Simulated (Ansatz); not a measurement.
BH4O4 (charge −1)

Input

```
crystal:
  periodic: [false, false, false]
  atoms:
    - {symbol: B, position_ang: [0.001386, 0.000204, -0.001533]}
    - {symbol: O, position_ang: [0.011375, 0.046087, 1.481167]}
    - {symbol: H, position_ang: [-0.869208, 0.329293, 1.746535]}
    - {symbol: O, position_ang: [1.417098, -0.018850, -0.443262]}
    - {symbol: H, position_ang: [1.886309, 0.592052, 0.133532]}
    - {symbol: O, position_ang: [-0.774645, 1.175530, -0.466184]}
    - {symbol: H, position_ang: [-1.010750, 0.996564, -1.381729]}
    - {symbol: O, position_ang: [-0.648960, -1.202046, -0.576949]}
    - {symbol: H, position_ang: [-0.012594, -1.918844, -0.491568]}
basis:
  gaussian: {orbitals: def2-TZVPD, initial_orbitals: start.molden}
total_charge: -1
hamiltonian: {xc: pbe0, dispersion: d4}
scf: {omitted_lower_state_checks: [starts]}
output: {forces: true, orbitals: {seedname: orbitals}}
```

Launched as:

```sh
ansatz run in.yaml --threads 4 --pin off --events-out ev --progress --plain --max-ram 3916MiB
```

Geometry: r2SCAN-D4/def2-SVPD.

All numbers below come from RKS PBE0-D4/def2-TZVPD in Ansatz.

**What can the converged electron density and electron localisation function tell about the bonding?**

B–O (1.48 Å): the density is about 1.6 e/Å³ at the midpoint; the ELF peaks at about 0.90 between the atoms: a polar covalent bond.

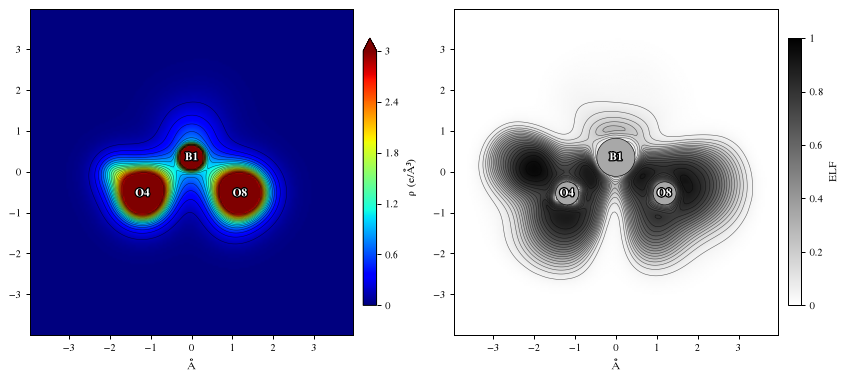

Computed electron density and electron localisation function on the plane of atoms O4, B1 and O8, in this order. Grey discs cover the atomic cores in the ELF map. 
